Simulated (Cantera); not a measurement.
A closed system holds: 1 mol Si₃N₄, 0.18 mol CO₂, a varied amount of H₂, at 1198 K and 210000 Pa.

Equilibrium computed with Cantera from the NASA thermochemical tables; the gas is ideal and each condensed phase is pure. Candidate condensed phases: C, C₆H₆, C₇H₈, C₈H₁₈, H₂O, Si, SiC, SiO₂, Si₂N₂O, Si₃N₄; 151 gas species. Mutual solubility and eutectic melting of coexisting phases are not modelled. Kinetics and transport are ignored.

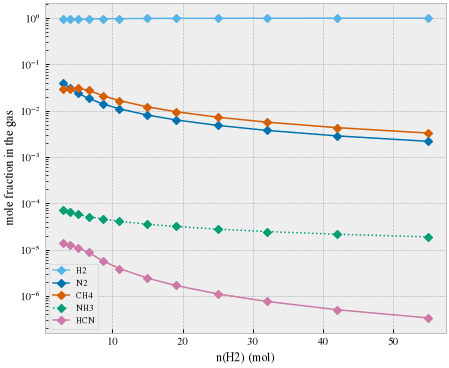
Equilibrium gas composition (values under 1e-9 drawn at 1e-9)

Problem. Read off the mole fractions at 6.6 mol H₂.

Solution. H₂ about 0.95, CH₄ about 0.028, N₂ about 0.018, NH₃ about 5.1e-5, HCN about 8.6e-6.
